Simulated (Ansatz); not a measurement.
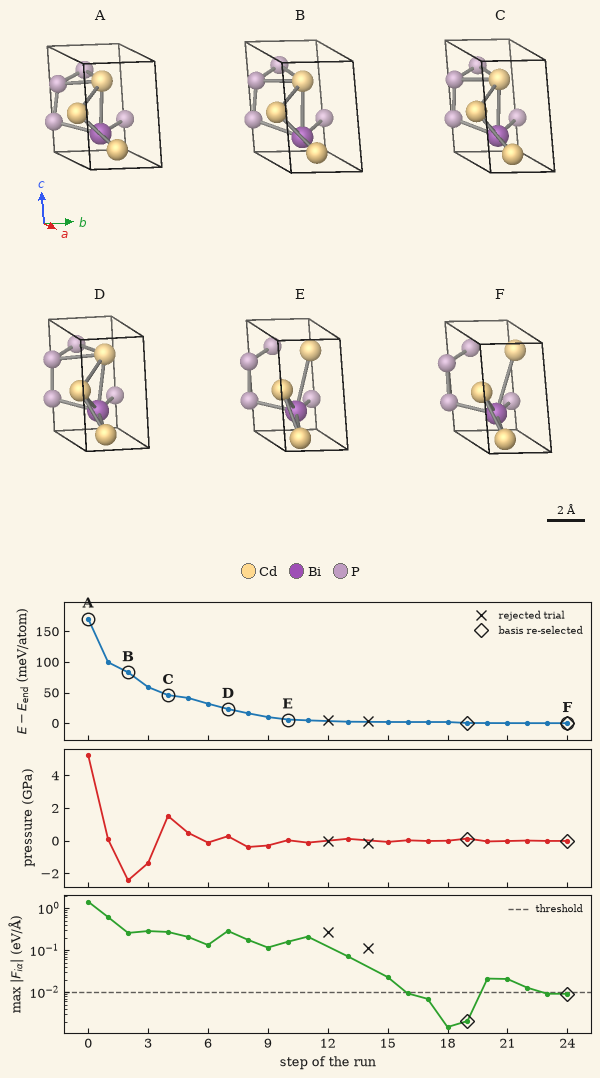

Frames of a relaxation of crystalline Cd₃BiP₃ (built on the Zn3PBr3-6 type type), marked on the history of the run. Style: ball-and-stick. Shown: the cell of the calculation, slightly off an axis.

Case: shaken.

The calculation used DFT, PBEsol, plane waves, PAW (Ansatz). (plane-wave cutoff 420 eV; k-point mesh 4 × 4 × 4; occupations fermi dirac; smearing width 0.05 eV; no spin polarisation; cell and atoms relaxed; force threshold 0.01 eV/Å; at most 120 steps)

> Describe the path.

The atom that moves furthest relative to the cell is a Cd atom (1.25 Å roughly along [0 3 1]). Largest moves by element: Cd 1.25 Å, P 0.56 Å, Bi 0.11 Å. The drawn cell changes as follows: a 6.478 → 7.328 Å (+13.1 %), b 4.136 → 3.689 Å (−10.8 %), c 5.840 → 6.062 Å (+3.8 %), α 90.8° → 91.6°, β 102.6° → 105.9°, γ 90.7° → 96.8°; the volume changes by +2.3 %. Some distances before and after: Cd–P 2.762 → 3.990 Å, Cd–P 2.903 → 3.685 Å, Cd–Cd 3.033 → 3.777 Å, Cd–P 2.882 → 3.619 Å. Bonds break, among them: Cd–P (2.76 → 3.99 Å). Bond angles that change, for instance: Cd–Cd–P 128.7° → 174.0°, Cd–Cd–Bi 133.2° → 175.3°, Cd–P–P 61.9° → 97.9°. The space group stays P1 (No. 1). Over 20 accepted moves (24 points after the start) the energy falls by 171 meV per atom. Largest force component: 1.4 eV/Å at the start, 0.0091 eV/Å at the end. The pressure goes from 5.26 to −0.01 GPa. The line search rejected the trial steps at points 12, 14 of the run. At 2 points the geometry stayed and the basis and grid were re-selected for the new cell (energy shift of 1.6 meV per atom at most each time). The run took 3.2 min on 4 threads of Arm Neoverse V2, with other jobs on the host, peak memory 0.61 GiB. From step 0 to 2: Bi and P atoms move most (0.24 Å), volume +6.8 %, energy −87.8 meV per atom. From step 2 to 4: Cd and P atoms move most (0.11 Å), volume −7.9 %, energy −37.2 meV per atom. From step 4 to 7: a Cd atom moves most (0.39 Å), volume +3.0 %, energy −22.7 meV per atom. From step 7 to 10: a Cd atom moves most (0.53 Å), volume +0.4 %, energy −17.2 meV per atom. From step 10 to 24: a Cd atom moves most (0.31 Å), volume +0.5 %, energy −6.0 meV per atom.

```tsv
step	E − E(0), meV/atom	largest force component, eV/Å	pressure, GPa	volume, Å³/atom	note
0	0.00	1.4299	5.26	21.812	
1	-71.30	0.6123	0.09	22.569	
2	-87.75	0.2575	-2.42	23.301	
3	-111.84	0.2849	-1.37	22.490	
4	-125.00	0.2713	1.52	21.461	
5	-129.56	0.2073	0.50	21.761	
6	-138.99	0.1329	-0.11	21.996	
7	-147.74	0.2865	0.28	22.112	
8	-154.66	0.1766	-0.38	22.468	
9	-160.90	0.1153	-0.29	22.375	
10	-164.92	0.1584	0.04	22.198	
11	-166.31	0.2097	-0.11	22.277	
12	-165.71	0.2657	-0.02	22.178	rejected
13	-168.51	0.0715	0.12	22.233	
14	-168.14	0.1124	-0.16	22.391	rejected
15	-168.95	0.0229	-0.07	22.306	
16	-169.01	0.0094	0.03	22.282	
17	-169.01	0.0069	-0.01	22.298	
18	-169.02	0.0015	0.00	22.294	
19	-170.59	0.0021	0.14	22.294	same geometry, new basis
20	-170.71	0.0210	-0.04	22.371	
21	-170.80	0.0206	-0.01	22.352	
22	-170.85	0.0127	0.02	22.321	
23	-170.87	0.0092	-0.01	22.319	
24	-170.88	0.0091	-0.01	22.319	same geometry, new basis
```

Limits of the set-up: the k-point mesh is coarse for a cell with partly filled bands.
